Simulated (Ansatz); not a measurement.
## (AlN)1(GaN)3 [0001] superlattice, started as wurtzite: relaxing the cell for a phonon run

Wanted: the relaxed cell of (AlN)1(GaN)3 [0001] superlattice, started as wurtzite.

Calculated with Ansatz 0.2.0; DFT PBEsol, scalar-relativistic, plane waves, PAW.

The structure was built from a prototype and need not be the compound's stable phase.

## Step 1: Starting point

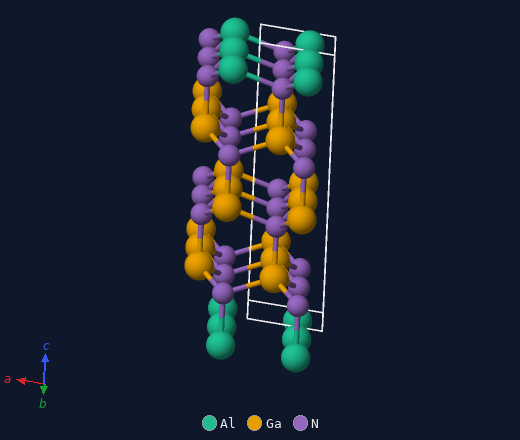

The starting structure, seen from a free direction (aluminium teal, gallium orange, nitrogen purple). 2×3×1 cells are drawn. Some periodic images of atoms are drawn too.

Structure file:

```cif
data_structure
_symmetry_space_group_name_H-M 'P 1'
_symmetry_Int_Tables_number 1
_cell_length_a 3.1700
_cell_length_b 3.1700
_cell_length_c 10.2750
_cell_angle_alpha 90.000
_cell_angle_beta 90.000
_cell_angle_gamma 120.000
_cell_volume 89.42
loop_
_atom_site_label
_atom_site_type_symbol
_atom_site_fract_x
_atom_site_fract_y
_atom_site_fract_z
_atom_site_occupancy
Al1 Al 0.33333 0.66667 0.00000 1
Ga2 Ga 0.66667 0.33333 0.25000 1
Ga3 Ga 0.33333 0.66667 0.50000 1
Ga4 Ga 0.66667 0.33333 0.75000 1
N5 N 0.33333 0.66667 0.18750 1
N6 N 0.66667 0.33333 0.43750 1
N7 N 0.33333 0.66667 0.68750 1
N8 N 0.66667 0.33333 0.93750 1
```

## Step 2: A coarse first look

First a cheap look: the gap decides the mesh and the occupations, the pressure tells how far the cell has to move.

input.yaml reads:

```yaml
crystal:
  lattice:
    - [3.17, 0.0, 0.0]
    - [-1.585, 2.7453, 0.0]
    - [0.0, 0.0, 10.275]
  atoms:
    - { symbol: Al, position: [0.333333, 0.666667, 0.0] }
    - { symbol: Ga, position: [0.666667, 0.333333, 0.25] }
    - { symbol: Ga, position: [0.333333, 0.666667, 0.5] }
    - { symbol: Ga, position: [0.666667, 0.333333, 0.75] }
    - { symbol: "N", position: [0.333333, 0.666667, 0.1875] }
    - { symbol: "N", position: [0.666667, 0.333333, 0.4375] }
    - { symbol: "N", position: [0.333333, 0.666667, 0.6875] }
    - { symbol: "N", position: [0.666667, 0.333333, 0.9375] }
kpoints:
  mp_grid: { grid: [6, 6, 2] }
hamiltonian:
  xc: pbesol
scf:
  occupations: { method: gaussian, width: 0.1 }
output:
  forces: true
  stress: true
  eigenvalues: true
```

Command:

```bash
> ansatz run input.yaml --threads 8 --pin off --max-ram 14336MiB --backend cpu --events-out ev --progress --plain --runs-dir out
```

Numbers of over 12 decimals in the logs are rounded to 6 here.

What it wrote:

```text
[...]
k-point 0: bands = [... 27 lower, 8.6106, 8.9458, 9.0574, 9.0574, 11.3365, 13.4283, 13.4810, 14.2389, ... 3 higher]
  k-point 1: bands = [... 27 lower, 8.7458, 8.7458, 9.0072, 9.0072, 12.3365, 12.5437, 13.5670, 14.2426, ... 3 higher]
  k-point 2: bands = [... 27 lower, 7.9926, 8.2062, 8.6822, 8.8134, 12.8123, 14.3760, 14.4745, 15.1445, ... 3 higher]
  k-point 13: bands = [... 27 lower, 6.8450, 6.9031, 6.9095, 7.0099, 14.3702, 14.9526, 16.2713, 16.2950, ... 3 higher]
[key lines of the parts left out:]
SCF converged after 8 iterations
Free energy (F): -13274.400010 eV
Fermi energy:    10.198501 eV
P = ⅓ Tr σ = -0.3011 GPa (-3.011 kbar)
```

The job ended after 0.89 s (8 threads of Intel Xeon Platinum 8259CL at 2.50GHz (Skylake/Cascade Lake), shared host; peak memory 0.49 GiB; 4.9 s of CPU time).

A gap read on the k-mesh alone can miss the band edges.

Numbers from this step:

| Property | Result |
| --- | --- |
| pressure | -0.3011 GPa |
| gap on the k-mesh | 2.279 eV |
| volume per atom | 11.18 Å³ |
| direct gap on mesh | 2.279 eV |

The coarse mesh shows a gap of 2.28 eV and a pressure of -0.3 GPa.

## Step 3: Coarse relaxation

A rough relaxation comes first, because large forces or stress need no tight tolerances yet.

input.yaml, as its differences from that of step 2:

```diff
@@ -15,3 +15,3 @@
 kpoints:
-  mp_grid: { grid: [6, 6, 2] }
+  mp_grid: { grid: [9, 9, 2] }
 hamiltonian:
@@ -24 +24,6 @@
   eigenvalues: true
+relax:
+  adjacent_minimum: "off"
+  f_tol: 0.05
+  max_steps: 80
+  cell: { stress_tol: 0.5 }
```

What it wrote:

```text
[...]
Crystal: 8 atoms, lattice volume = 89.419 Å³
Basis set: ecut = 420 eV, 1739 PW (Γ), exchange–correlation on 48×48×144 points (8 copies of the dense FFT grid, shifted against one another)
Bands: 39, of which v1, the nominal top of the filled ones, is band 31 counted from 1 (30 counted from 0)
Symmetry: 6 space group operations
[...]
atoms:
    - { symbol: Al, position: [0.333333, 0.666667, -0.00108017] }
    - { symbol: Ga, position: [0.666667, 0.333333, 0.246904] }
    - { symbol: Ga, position: [0.333333, 0.666667, 0.499528] }
    - { symbol: Ga, position: [0.666667, 0.333333, 0.752587] }
    - { symbol: N, position: [0.333333, 0.666667, 0.183007] }
    - { symbol: N, position: [0.666667, 0.333333, 0.436716] }
    - { symbol: N, position: [0.333333, 0.666667, 0.689398] }
    - { symbol: N, position: [0.666667, 0.333333, 0.942941] }
[key lines of the parts left out:]
SCF converged after 4 iterations
Free energy (F): -13274.458933 eV
Fermi energy:    10.224135 eV
P = ⅓ Tr σ = -0.0056 GPa (-0.056 kbar)
```

Elapsed: 5.5 s, on 8 threads; peak memory 0.58 GiB.

Step by step:

```
step  energy less that of the first step (eV)  largest force component (eV/Å)  pressure (GPa)  volume (Å³)
   1                                   0.0000                          1.0830           -0.29        89.42
   2                                  -0.0433                          0.4123           -0.28        89.33
   3                                  -0.0519                          0.0849            0.03        89.18
   4                                  -0.0524                          0.0459            0.01        89.19
  5*                                  -0.0516                          0.0460           -0.01        89.19
```

Relaxation steps marked * repeat the geometry before them on a plane-wave basis chosen anew for their cell, so energy and pressure can jump there.

The run keeps the 6 symmetry operations that it works with, so distortions that break them were not tested.

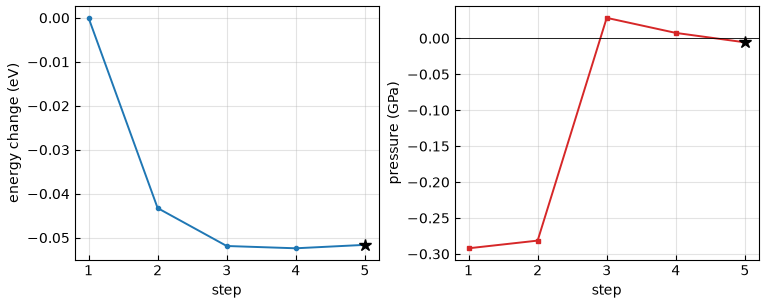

Energy and pressure along the relaxation. Stars mark steps on a basis chosen anew.

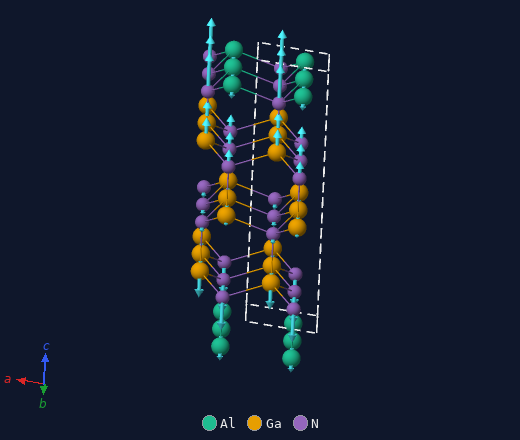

Displacements in the relaxation, exaggerated, measured against the changing cell; the longest in the cell stands for 0.06 Å. 2×3×1 cells are drawn. Some periodic images of atoms are drawn too.

```
conventional cell, symmetrised  before   after  change
                         a (Å)   3.170   3.164  -0.2 %
                         b (Å)   3.170   3.164  -0.2 %
                         c (Å)  10.275  10.285  +0.1 %
              volume (Å³/atom)   11.18   11.15  -0.3 %
```

The atoms that moved most (Å, as changes of fractional coordinates times the final cell):

```
atom     dx     dy      dz  length
  N8  0.000  0.000   0.056   0.056
  N5  0.000  0.000  -0.046   0.046
 Ga2  0.000  0.000  -0.032   0.032
 Ga4  0.000  0.000   0.027   0.027
  N7  0.000  0.000   0.020   0.020
 Al1  0.000  0.000  -0.011   0.011
  N6  0.000  0.000  -0.008   0.008
```

The relaxed structure:

```cif
data_structure
_symmetry_space_group_name_H-M 'P 1'
_symmetry_Int_Tables_number 1
_cell_length_a 3.1644
_cell_length_b 3.1644
_cell_length_c 10.2846
_cell_angle_alpha 90.000
_cell_angle_beta 90.000
_cell_angle_gamma 120.000
_cell_volume 89.19
loop_
_atom_site_label
_atom_site_type_symbol
_atom_site_fract_x
_atom_site_fract_y
_atom_site_fract_z
_atom_site_occupancy
Al1 Al 0.33333 0.66667 0.99892 1
Ga2 Ga 0.66667 0.33333 0.24690 1
Ga3 Ga 0.33333 0.66667 0.49953 1
Ga4 Ga 0.66667 0.33333 0.75259 1
N5 N 0.33333 0.66667 0.18301 1
N6 N 0.66667 0.33333 0.43672 1
N7 N 0.33333 0.66667 0.68940 1
N8 N 0.66667 0.33333 0.94294 1
```

This step gave:

```yaml
pressure: -0.005587 GPa
volume_per_atom: 11.15 Å³
```

In this step the volume went from 11.18 to 11.15 Å³/atom.

## Step 4: Relaxation

The cell and atoms are relaxed, since residual forces and stress would shift the frequencies.

input.yaml reads:

```yaml
crystal:
  lattice:
    - [3.1644140756, 0.0, 0.0]
    - [-1.5822070378, 2.7404629776, 0.0]
    - [0.0, 0.0, 10.2845958821]
  atoms:
    - { symbol: Al, position: [0.3333333333, 0.6666666667, -0.0010801652] }
    - { symbol: Ga, position: [0.6666666667, 0.3333333333, 0.2469036849] }
    - { symbol: Ga, position: [0.3333333333, 0.6666666667, 0.4995275055] }
    - { symbol: Ga, position: [0.6666666667, 0.3333333333, 0.7525865563] }
    - { symbol: "N", position: [0.3333333333, 0.6666666667, 0.1830073305] }
    - { symbol: "N", position: [0.6666666667, 0.3333333333, 0.4367161203] }
    - { symbol: "N", position: [0.3333333333, 0.6666666667, 0.6893981362] }
    - { symbol: "N", position: [0.6666666667, 0.3333333333, 0.9429408314] }
kpoints:
  mp_grid: { grid: [9, 9, 4] }
hamiltonian:
  xc: pbesol
scf:
  occupations: { method: gaussian, width: 0.02 }
output:
  forces: true
  stress: true
  eigenvalues: true
relax:
  adjacent_minimum: "off"
  f_tol: 0.005
  max_steps: 80
  cell: { stress_tol: 0.05 }
```

What it wrote:

```text
[...]
Crystal: 8 atoms, lattice volume = 89.188 Å³
Basis set: ecut = 420 eV, 1727 PW (Γ), exchange–correlation on 48×48×144 points (8 copies of the dense FFT grid, shifted against one another)
Bands: 39, of which v1, the nominal top of the filled ones, is band 31 counted from 1 (30 counted from 0)
Symmetry: 6 space group operations
[...]
k-points: 43 of 324 (time reversal used)
[...]
SCF iter   1: F=—  HF=-13274.497902 eV  |F-HF|=—  |Δ(HF+E_count)|=         —  Δρ=1.22e-2  dr2=1.35e-1  ethr=1.77e-3  ⟨swp⟩=6.4  Hψ=6694  notcnv=0  defer=1
[...]
SCF iter   8: F=-13274.459036 eV  HF=-13274.459036 eV  |F-HF|=3.78e-10  |Δ(HF+E_count)|=   2.20e-8  Δρ=3.22e-6  dr2=1.14e-8  ethr=1.61e-10  ⟨swp⟩=9.2  Hψ=6428  notcnv=0
SCF 1 converged in 8 iterations: F = -13274.459036 eV  dr2 = 1.14e-8
[...]
relax step   1: F+E_penalty+E_count = -13274.45903595 eV  Δ(F+E_penalty+E_count) = +0.000e0 eV  max|allowed force component| = 4.605e-2 eV/Å  Δτ_max = 0.0000 Å  P = -0.003 GPa  Ω = 89.188 Å³  (8 SCF iters, dr2 threshold 1.00e-7 eV, accepted)
Crystal: 8 atoms, lattice volume = 89.186 Å³
[...]
SCF iter   3: F=-13274.459119 eV  HF=-13274.459119 eV  |F-HF|=6.32e-8  |Δ(HF+E_count)|=   3.27e-7  Δρ=1.19e-5  dr2=1.16e-7  ethr=2.14e-10  ⟨swp⟩=2.9  Hψ=6723  notcnv=0
SCF 2 converged in 3 iterations: F = -13274.459119 eV  dr2 = 1.16e-7
relax step   2: F+E_penalty+E_count = -13274.45911936 eV  Δ(F+E_penalty+E_count) = -8.341e-5 eV  max|allowed force component| = 2.914e-2 eV/Å  Δτ_max = 0.0009 Å  P = +0.001 GPa  Ω = 89.186 Å³  energy of the carried Pulay correction = +6.632e-6 eV  (3 SCF iters, dr2 threshold 1.33e-7 eV, accepted)
Crystal: 8 atoms, lattice volume = 89.196 Å³
[...]
SCF iter   5: F=-13274.459129 eV  HF=-13274.459129 eV  |F-HF|=9.50e-9  |Δ(HF+E_count)|=   9.46e-9  Δρ=3.32e-6  dr2=6.66e-9  ethr=8.56e-11  ⟨swp⟩=4.2  Hψ=5850  notcnv=0
SCF 3 converged in 5 iterations: F = -13274.459129 eV  dr2 = 6.66e-9
relax step   3: F+E_penalty+E_count = -13274.45912907 eV  Δ(F+E_penalty+E_count) = -9.709e-6 eV  max|allowed force component| = 1.301e-2 eV/Å  Δτ_max = 0.0012 Å  P = -0.018 GPa  Ω = 89.196 Å³  energy of the carried Pulay correction = -2.713e-5 eV  (5 SCF iters, dr2 threshold 5.31e-8 eV, accepted)
[...]
relax step   4: F+E_penalty+E_count = -13274.45919461 eV  Δ(F+E_penalty+E_count) = -6.555e-5 eV  max|allowed force component| = 3.863e-3 eV/Å  Δτ_max = 0.0006 Å  P = +0.008 GPa  Ω = 89.183 Å³  energy of the carried Pulay correction = +1.451e-5 eV  (4 SCF iters, dr2 threshold 6.27e-8 eV, accepted)
[...]
SCF iter   6: F=-13274.459208 eV  HF=-13274.459208 eV  |F-HF|=3.27e-11  |Δ(HF+E_count)|=  1.82e-12  Δρ=2.60e-7  dr2=4.48e-11  ethr=1.00e-12  ⟨swp⟩=4.0  Hψ=5250  notcnv=0
SCF 5 converged in 6 iterations: F = -13274.459208 eV  dr2 = 4.48e-11
relax step   5: F+E_penalty+E_count = -13274.45920835 eV  Δ(F+E_penalty+E_count) = -1.374e-5 eV  max|allowed force component| = 3.900e-3 eV/Å  Δτ_max = 0.0000 Å  P = +0.008 GPa  Ω = 89.183 Å³  stress off target by 1.60e-2 GPa  SCF on the basis re-selected at this cell (its energy is not comparable with the rows above)  (6 SCF iters)
basis re-selected at this cell: Δ(F+E_penalty+E_count) = -1.374e-5 eV, ΔP = -0.000 GPa vs the last step (what re-selecting the basis moved, of the pressure what is left beyond the Pulay correction that the steps carried, after the strain that the cell walked since its last selection, with what the two solves' SCF thresholds leave and, on support functions, any second-order correction that the steps lacked; it is no m [...]
SCF converged after 6 iterations
Free energy (F): -13274.459208 eV
[...]
Internal energy: -13274.459208 eV  (E = F + TS)
E sigma→0 (E₀):  -13274.459208 eV
Fermi energy:    10.223156 eV
[...]
--- Forces (eV/Å), atoms counted from 1 ---
  atom   1  Al     0.00000000    -0.00000000     0.00390137
  atom   2  Ga     0.00000000     0.00000000    -0.00214875
  atom   3  Ga    -0.00000000    -0.00000000    -0.00044088
  atom   4  Ga     0.00000000     0.00000000     0.00081968
  atom   5  N      0.00000000    -0.00000000    -0.00182036
  atom   6  N     -0.00000000     0.00000000     0.00056688
  atom   7  N      0.00000000    -0.00000000     0.00066834
  atom   8  N     -0.00000000     0.00000000    -0.00153929
  max |Σ_I F_I| component: 6.99e-6 eV/Å
--- Stress (GPa, compression-positive) ---
        0.003420       0.000000      -0.000000
        0.000000       0.003420       0.000000
       -0.000000       0.000000       0.016012
  P = ⅓ Tr σ = 0.0076 GPa (0.076 kbar)
--- Band table (eV; the first three rows and the last of 43) ---
  k-point 0: bands = [... 27 lower, 8.6564, 8.9723, 9.0814, 9.0814, 11.3648, 13.4466, 13.5892, 14.3180, ... 4 higher]
  k-point 1: bands = [... 27 lower, 8.7222, 8.7222, 9.0598, 9.0598, 11.7413, 13.1496, 13.6224, 14.3264, ... 4 higher]
  k-point 2: bands = [... 27 lower, 8.7823, 8.7823, 9.0320, 9.0320, 12.3172, 12.6443, 13.6398, 14.3246, ... 4 higher]
  k-point 42: bands = [... 27 lower, 6.8462, 6.9403, 7.0190, 7.0288, 14.5837, 14.9056, 16.0392, 16.3051, ... 4 higher]
--- Relaxed structure (4 steps of the walk, 4 accepted, 1 SCFs on fresh bases) ---
[...]
cell:  # Å, volume = 89.1832 Å³
    - [3.164669, 0, 0]
    - [-1.582334, 2.740684, 0]
    - [0, 0, 10.282430]
  atoms:
    - { symbol: Al, position: [0.333333, 0.666667, -0.00122919] }
    - { symbol: Ga, position: [0.666667, 0.333333, 0.246812] }
    - { symbol: Ga, position: [0.333333, 0.666667, 0.499404] }
    - { symbol: Ga, position: [0.666667, 0.333333, 0.752440] }
    - { symbol: N, position: [0.333333, 0.666667, 0.183203] }
    - { symbol: N, position: [0.666667, 0.333333, 0.436851] }
    - { symbol: N, position: [0.333333, 0.666667, 0.689512] }
    - { symbol: N, position: [0.666667, 0.333333, 0.943008] }
```

Wall time 8.9 s (8 threads); peak memory 0.63 GiB.

Little changed from the start: no atom moved by 0.005 Å and no cell edge by 0.1 %.

This step gave:

```
pressure           : 0.007617 GPa
gap on the k-mesh  : 2.283 eV
direct gap on mesh : 2.283 eV
```

In this step the volume went from 11.15 to 11.15 Å³/atom.

## Step 5: Relaxing to small forces for the phonons

Phonons need a cell at rest on their own settings, so the relaxation is repeated with tight tolerances on forces and stress, using the mesh and the filling of the phonon run that follows.

input.yaml reads:

```yaml
crystal:
  lattice:
    - [3.1646689651, 0.0, 0.0]
    - [-1.5823344826, 2.7406837184, 0.0]
    - [0.0, 0.0, 10.2824300056]
  atoms:
    - { symbol: Al, position: [0.3333333333, 0.6666666667, -0.001229188] }
    - { symbol: Ga, position: [0.6666666667, 0.3333333333, 0.2468120728] }
    - { symbol: Ga, position: [0.3333333333, 0.6666666667, 0.4994039938] }
    - { symbol: Ga, position: [0.6666666667, 0.3333333333, 0.7524400901] }
    - { symbol: "N", position: [0.3333333333, 0.6666666667, 0.1832029882] }
    - { symbol: "N", position: [0.6666666667, 0.3333333333, 0.4368505409] }
    - { symbol: "N", position: [0.3333333333, 0.6666666667, 0.6895116397] }
    - { symbol: "N", position: [0.6666666667, 0.3333333333, 0.9430078623] }
kpoints:
  mp_grid: { grid: [9, 9, 4] }
hamiltonian:
  xc: pbesol
scf:
  occupations: { method: fixed }
output:
  forces: true
  stress: true
  eigenvalues: true
relax:
  adjacent_minimum: "off"
  f_tol: 0.001
  max_steps: 60
  cell: { stress_tol: 0.01 }
```

What it wrote:

```text
[...]
Crystal: 8 atoms, lattice volume = 89.183 Å³
Basis set: ecut = 420 eV, 1727 PW (Γ), exchange–correlation on 48×48×144 points (8 copies of the dense FFT grid, shifted against one another)
Bands: 39, of which v1, the nominal top of the filled ones, is band 31 counted from 1 (30 counted from 0)
Symmetry: 6 space group operations
[...]
k-points: 43 of 324 (time reversal used)
[...]
atoms:
    - { symbol: Al, position: [0.333333, 0.666667, -0.00121492] }
    - { symbol: Ga, position: [0.666667, 0.333333, 0.246801] }
    - { symbol: Ga, position: [0.333333, 0.666667, 0.499404] }
    - { symbol: Ga, position: [0.666667, 0.333333, 0.752448] }
    - { symbol: N, position: [0.333333, 0.666667, 0.183195] }
    - { symbol: N, position: [0.666667, 0.333333, 0.436843] }
    - { symbol: N, position: [0.333333, 0.666667, 0.689514] }
    - { symbol: N, position: [0.666667, 0.333333, 0.943008] }
[key lines of the parts left out:]
SCF converged after 9 iterations
Free energy (F): -13274.459197 eV
Fermi energy:    9.080790 eV
P = ⅓ Tr σ = 0.0002 GPa (0.002 kbar)
```

The job ended after 7.6 s (8 threads; peak memory 0.63 GiB; 54 s of CPU time).

Little changed from the start: no atom moved by 0.005 Å and no cell edge by 0.1 %.

Numbers from this step:

- pressure: 1.86e-4 GPa

The largest force component left is 0.19 meV/Å and the pressure is 0.000 GPa, within the tolerances set. The cell now holds 11.15 Å³/atom.

## Step 6: Outcome

```yaml
space_group_after_relaxation_within_0p01_a: P3m1
lattice_constant_a: 3.165 Å
lattice_constant_b: 3.165 Å
lattice_constant_c: 10.283 Å
volume_per_atom: 11.1 Å³
gap_on_the_k_mesh: 2.28 eV
```

**Reading.** The largest force component left is 0.19 meV/Å and the pressure is 0.000 GPa, within the tolerances set. The cell now holds 11.15 Å³/atom. The relaxation keeps the symmetry of its start, so it says nothing on stability against lower symmetry. The starting cell was built on a prototype and not taken from a measurement, so the phase need not exist.

[Logs are printed without paths, hosts, clocks, repeated set-up lines and the standing remarks that a program may print on its own settings, such as how far it seeks lower states.]

[Hosts, paths, dates, database ids (printed as entryN), source tags and the programs' standing remarks are cut or masked in the printed files.]
